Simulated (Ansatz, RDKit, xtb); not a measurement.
# C3H2FNS: ranking a sample of isomers, part 2 of 2

Which of a sample of isomers of C3H2FNS is the most stable in the gas at 298.15 K, and what are its properties? The sample is small against all isomers, and the most stable one of this formula need not be in it.

xtb, Ansatz and PySCF; isolated molecules. The steps go on from the part before.

## 7. Harmonic analysis of the finalists

The lowest few go on as finalists. Harmonic vibrations at PBE-D3(BJ)/def2-SVP test each finalist and give the zero-point energy and the thermal terms. The first, c691a:

The input, input.yaml:

```yaml
basis:
  gaussian:
    orbitals: def2-SVP
crystal:
  periodic: [false, false, false]
  atoms:
    - {symbol: C, position_ang: [-1.778085, -0.013772, -1.726705]}
    - {symbol: C, position_ang: [-2.003518, -1.315932, -1.320192]}
    - {symbol: C, position_ang: [-0.334758, -0.032737, -0.088535]}
    - {symbol: F, position_ang: [-2.415102, 0.567572, -2.740485]}
    - {symbol: N, position_ang: [-0.849790, 0.703494, -1.043316]}
    - {symbol: S, position_ang: [-0.967622, -1.657974, 0.022221]}
    - {symbol: H, position_ang: [-2.701269, -2.050994, -1.734404]}
    - {symbol: H, position_ang: [0.440455, 0.312344, 0.611053]}
hamiltonian:
  xc: pbe
  dispersion: d3bj
scf:
  lower_state_search: "off"
phonons: {}
```

The run is started by

```
ansatz run input.yaml --threads 2 --pin off --max-ram 5220MiB --events-out events.jsonl --progress --plain --runs-dir runs
```

The log of the run, shortened:

```text
Warning: RAYON_NUM_THREADS=2 ignored (pool sized by the plan → 2); use --threads N
Functional definition: PBE
  name "PBE"
[...]
1115 factors; their error is unknown
[...]
mean field -18163.65989797 eV, -667.5021894795 hartree, gradient 5.3e-6 eV, S^2 0.000000; 0 other end points of the search recorded, 0 dependent functions left out
[...]
reference -18163.65992182 eV, -667.5021903561 hartree; 26, 26 occupied and 72, 72 virtual orbitals, 1115 factors
[...]
1115 factors; their error is unknown
mean field -18163.65984221 eV, -667.5021874305 hartree, gradient 1.2e-6 eV, S^2 0.000000; 0 other end points of the search recorded, 0 dependent functions left out
[...]
reference -18163.65986607 eV, -667.5021883071 hartree; 26, 26 occupied and 72, 72 virtual orbitals, 1115 factors
[...]
1115 factors; their error is unknown
[...]
Atom 1 at    -2.003518    -1.315932    -1.320192 Å, force     0.000493     0.000164     0.000455 eV/Å
Atom 2 at    -0.334758    -0.032737    -0.088535 Å, force    -0.000086     0.000509    -0.000358 eV/Å
Atom 3 at    -2.415102     0.567572    -2.740485 Å, force    -0.000162    -0.000035    -0.000216 eV/Å
Atom 4 at    -0.849790     0.703494    -1.043316 Å, force     0.000052    -0.000157     0.000192 eV/Å
Atom 5 at    -0.967622    -1.657974     0.022221 Å, force    -0.000422    -0.000773    -0.000041 eV/Å
Atom 6 at    -2.701269    -2.050994    -1.734404 Å, force    -0.000066     0.000044    -0.000127 eV/Å
Atom 7 at     0.440455     0.312344     0.611053 Å, force     0.000012     0.000104    -0.000105 eV/Å
Dipole moment:     0.048478    -0.394108     0.254722 e Å
Vibrations: 265.80 419.40 491.55 552.62 656.93 667.08 687.33 769.72 816.89 866.88 962.64 1113.51 1219.46 1376.16 1460.28 1545.91 3161.28 3214.15 cm⁻¹, zero-point energy 1.255191 eV
Checks for a lower state left out: stability, starts, cluster_reference, orbital_swaps, neighbouring_geometries, increment
```

Wall time 44 s (2 threads of Arm Neoverse V2, shared host); peak memory 0.14 GiB.

## 8. Thermal terms of the finalists

At 298.15 K and 1 atm, ideal gas, rigid rotor and harmonic oscillator:

```
label    SMILES     spin  point group  lowest mode (cm⁻¹)  zero-point (kcal/mol)  G − E (kcal/mol)
c691a  Fc1cscn1  singlet           Cs                 266                   28.9              11.0
c577a  Fc1nccs1  singlet           Cs                 269                   29.0              11.1
c423a  Fc1cncs1  singlet           Cs                 274                   28.9              10.9
```

## 9. Energies at the top level

Single points at CCSD(T)/def2-SVP + MP2/def2-TZVPP - MP2/def2-SVP on the refined geometries decide the order.

c691a, CCSD(T)/def2-SVP:

input.yaml: that of step 7 with these lines changed.

```diff
@@ -14,7 +14,4 @@
     - {symbol: H, position_ang: [0.440455, 0.312344, 0.611053]}
-hamiltonian:
-  xc: pbe
-  dispersion: d3bj
-scf:
-  lower_state_search: "off"
-phonons: {}
+correlation:
+  method: ccsd_t
+  frozen_orbitals: {"N": 1, S: 5, C: 1, F: 1, H: 0}
```

The run is started by

```
ansatz run input.yaml --threads 2 --pin off --max-ram 5220MiB --events-out events.jsonl --progress --plain --runs-dir runs
```

The log of the run, shortened:

```text
Warning: RAYON_NUM_THREADS=2 ignored (pool sized by the plan → 2); use --threads N
Functional definition: HF
  name "HF"
[...]
978 factors; integrals over basis functions are off by at most 1.0e-3 eV
[...]
mean field -18117.72513818 eV, -665.8141181930 hartree, gradient 1.5e-6 eV, S^2 0.000000; 0 other end points of the search recorded, 0 dependent functions left out; unrestricted orbitals would lower it
10 core orbitals not correlated: weight in the atoms' cores, before any rotation towards them, 1.000 or more for the frozen orbitals, at most 0.000 for the correlated occupied ones
reference -18117.72513818 eV, -665.8141181930 hartree; 16, 16 occupied and 72, 72 virtual orbitals, 978 factors
second order -23.48535876 eV of doubles, -0.00000000 eV of singles
cycle   1  -23.32729484 eV  change    1.6e-1 eV  update   1.3e-1
[...]
cycle  10  -24.14511624 eV  change   -5.9e-6 eV  update   2.3e-5
perturbative correction -0.97406628 eV, -0.0357962756 hartree
Total energy: -18142.84432070 eV, -666.7372311243 hartree
```

Run time: 7.5 s. Hardware: 2 threads of Arm Neoverse V2, shared host; peak memory 0.41 GiB.

## 10. c691a at MP2/def2-TZVPP

The input, input.yaml:

```yaml
crystal:
  periodic: [false, false, false]
  atoms:
    - {symbol: C, position_ang: [-1.778085, -0.013772, -1.726705]}
    - {symbol: C, position_ang: [-2.003518, -1.315932, -1.320192]}
    - {symbol: C, position_ang: [-0.334758, -0.032737, -0.088535]}
    - {symbol: F, position_ang: [-2.415102, 0.567572, -2.740485]}
    - {symbol: "N", position_ang: [-0.849790, 0.703494, -1.043316]}
    - {symbol: S, position_ang: [-0.967622, -1.657974, 0.022221]}
    - {symbol: H, position_ang: [-2.701269, -2.050994, -1.734404]}
    - {symbol: H, position_ang: [0.440455, 0.312344, 0.611053]}
basis:
  gaussian:
    orbitals: def2-TZVPP
magnetization:
  spin_polarized: false
correlation:
  method: mp2
  frozen_orbitals: {"N": 1, S: 5, C: 1, F: 1, H: 0}
```

The run is started by

```
ansatz run input.yaml --threads 2 --pin off --max-ram 5220MiB --events-out events.jsonl --progress --plain --runs-dir runs
```

The log of the run:

```text
Warning: RAYON_NUM_THREADS=2 ignored (pool sized by the plan → 2); use --threads N
[... 2 set-up lines as earlier in the session ...]
  exchange = exact_x
  correlation = 0
1402 factors; integrals over basis functions are off by at most 8.4e-4 eV
mean field evaluation 1: about -18126.4726 eV, gradient 3.6e1 eV
mean field evaluation 2: about -18126.8819 eV, gradient 3.6e1 eV
mean field evaluation 4: about -18130.1443 eV, gradient 5.2e0 eV
mean field evaluation 8: about -18130.2516 eV, gradient 5.9e-1 eV
mean field evaluation 16: about -18130.2554 eV, gradient 1.7e-6 eV
mean field -18130.25535543 eV, -666.2745951834 hartree, gradient 1.7e-6 eV, S^2 0.000000; 0 other end points of the search recorded, 0 dependent functions left out; unrestricted orbitals would lower it
10 core orbitals not correlated: weight in the atoms' cores, before any rotation towards them, 1.000 or more for the frozen orbitals, at most 0.000 for the correlated occupied ones
reference -18130.25535543 eV, -666.2745951834 hartree; 16, 16 occupied and 199, 199 virtual orbitals, 1402 factors
second order -29.58120071 eV of doubles, -0.00000000 eV of singles
Total energy: -18159.83655614 eV, -667.3616842587 hartree
```

Wall time 5.1 s (2 threads of Arm Neoverse V2, shared host); peak memory 0.52 GiB.

## 11. c577a at CCSD(T)/def2-SVP

The input, input.yaml:

```yaml
crystal:
  periodic: [false, false, false]
  atoms:
    - symbol: C
      position_ang: [-1.448746, 0.484141, -1.967777]
    - symbol: C
      position_ang: [-1.867831, -1.229873, -0.682375]
    - symbol: C
      position_ang: [-0.701692, -0.822516, -0.072321]
    - symbol: F
      position_ang: [-1.573147, 1.380192, -2.934633]
    - symbol: N
      position_ang: [-2.285171, -0.480089, -1.760286]
    - symbol: S
      position_ang: [-0.069588, 0.584777, -0.880469]
    - symbol: H
      position_ang: [-2.464905, -2.096079, -0.363513]
    - symbol: H
      position_ang: [-0.183504, -1.257914, 0.790418]
basis:
  gaussian:
    orbitals: def2-SVP
magnetization:
  spin_polarized: false
  initial_magnetization: 0
correlation:
  method: ccsd_t
  frozen_orbitals: {"N": 1, S: 5, C: 1, F: 1, H: 0}
```

The run is started by

```
ansatz run input.yaml --threads 2 --pin off --max-ram 5220MiB --events-out events.jsonl --progress --plain --runs-dir runs
```

The log of the run, shortened:

```text
Warning: RAYON_NUM_THREADS=2 ignored (pool sized by the plan → 2); use --threads N
[... 2 set-up lines as earlier in the session ...]
[...]
977 factors; integrals over basis functions are off by at most 1.1e-3 eV
[...]
mean field -18117.69031355 eV, -665.8128384113 hartree, gradient 1.4e-6 eV, S^2 0.000000; 0 other end points of the search recorded, 0 dependent functions left out; unrestricted orbitals would lower it
10 core orbitals not correlated: weight in the atoms' cores, before any rotation towards them, 1.000 or more for the frozen orbitals, at most 0.000 for the correlated occupied ones
reference -18117.69031355 eV, -665.8128384113 hartree; 16, 16 occupied and 72, 72 virtual orbitals, 977 factors
second order -23.46600407 eV of doubles, -0.00000000 eV of singles
cycle   1  -23.32474006 eV  change    1.4e-1 eV  update   1.3e-1
[...]
cycle  10  -24.14476280 eV  change    5.8e-7 eV  update   1.7e-5
perturbative correction -0.97047717 eV, -0.0356643780 hartree
Total energy: -18142.80555351 eV, -666.7358064564 hartree
```

Wall time 7.5 s (2 threads of Arm Neoverse V2, shared host); peak memory 0.41 GiB.

For c691a, c577a, c423a the log finds that unrestricted Hartree-Fock orbitals lie lower, a sign to watch the closed-shell reference there.

## 12. Putting it together

Energies in kcal/mol from c691a; G adds the thermal terms to the CCSD(T)/def2-SVP + MP2/def2-TZVPP - MP2/def2-SVP energy. The columns left of the relaxed level are at the tight-binding geometries.

```
label    SMILES     spin  GFN2-xTB  HF/STO-3G  r2SCAN-D4/def2-SVP  PBE-D3(BJ)/def2-SVP  HF/def2-SVP  MP2/def2-SVP  CCSD(T)/def2-SVP + MP2/def2-TZVPP - MP2/def2-SVP    G  share at equilibrium     T1
c691a  Fc1cscn1  singlet       0.0        0.0                 0.0                  0.0          0.0           0.0                                               0.0  0.0                91.1 %  0.015
c577a  Fc1nccs1  singlet       0.4       -1.9                 1.2                  1.1          0.8           1.2                                               1.3  1.4                 8.9 %  0.015
c423a  Fc1cncs1  singlet       3.4        2.0                 8.5                  7.6          9.5           8.7                                               8.4  8.3               < 0.1 %  0.015
```

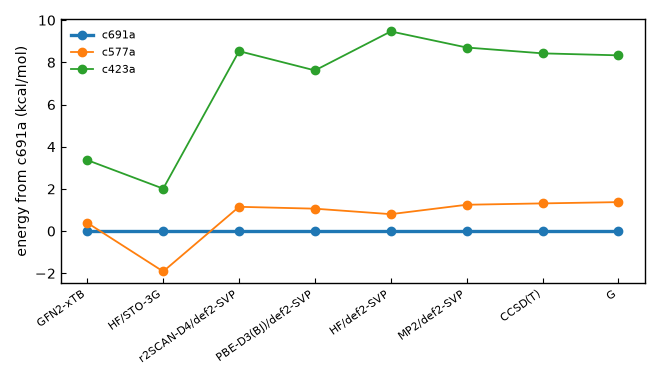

The finalists at each level, measured from c691a.

Lowest found: c691a, `Fc1cscn1`, a singlet of point group Cs. Bond lengths: C1–C2 1.383 Å, C1–F4 1.331 Å, C1–N5 1.358 Å, C3–N5 1.311 Å, C2–S6 1.730 Å, C3–S6 1.748 Å, C2–H7 1.095 Å, C3–H8 1.100 Å. Some angles: C1–C2–S6 108.5°, C2–C1–F4 123.9°, C2–C1–N5 117.5°, F4–C1–N5 118.7°, C1–N5–C3 109.8°, N5–C3–S6 115.2°, C2–S6–C3 89.1°, C1–C2–H7 128.7°, S6–C2–H7 122.9°, N5–C3–H8 124.3°.

```xyz
8

C    -1.7781   -0.0138   -1.7267
C    -2.0035   -1.3159   -1.3202
C    -0.3348   -0.0327   -0.0885
F    -2.4151    0.5676   -2.7405
N    -0.8498    0.7035   -1.0433
S    -0.9676   -1.6580    0.0222
H    -2.7013   -2.0510   -1.7344
H     0.4405    0.3123    0.6111
```

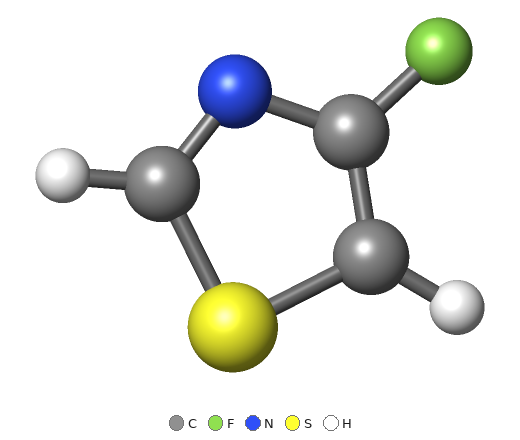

The lowest structure found, seen from a chosen angle (carbon grey, fluorine green, nitrogen blue, sulfur yellow, hydrogen white).

## 13. What came out

The summary covers parts 1 to 2.

| quantity | value |
| --- | --- |
| lowest structure found | Fc1cscn1, singlet, Cs |
| next finalist | Fc1nccs1, singlet, 1.4 kcal/mol higher in G |
| share at equilibrium, among the finalists | 91.1 % |
| funnel | 3 starts, 3 minima at GFN2-xTB from these starts (6 with those found later), 6 screening runs, 3 relaxed, 3 ranked |
| CPU time of all runs | 6.2 min |
| harmonic wavenumbers, lowest and highest (PBE-D3(BJ)/def2-SVP) | 266 and 3214 cm⁻¹ |
| rotational constants, same geometry | 0.2505, 0.0841, 0.06296 cm⁻¹ |

**Reading.** The lowest structure found is `Fc1cscn1`. Its margin of 1.4 kcal/mol is inside the likely error of CCSD(T)/def2-SVP + MP2/def2-TZVPP - MP2/def2-SVP with harmonic terms (about 1.5 kcal/mol), so the order of the first two is not settled. GFN2-xTB, r2SCAN-D4/def2-SVP, PBE-D3(BJ)/def2-SVP, HF/def2-SVP and MP2/def2-SVP already put its bonding pattern lowest among the structures in one piece; HF/STO-3G favours the singlet Fc1nccs1. The largest share of the time went into the vibrations (62 % of the CPU time that the search's summary counts). The search is not exhaustive (a finite list of starts, one conformer a finalist), so a lower isomer can't be ruled out. Only 3 drawn patterns were tried, so whole families of isomers are missing, and the result ranks this sample alone. The lowest isomer need not be the one that is made and kept in a bottle, which depends on barriers.
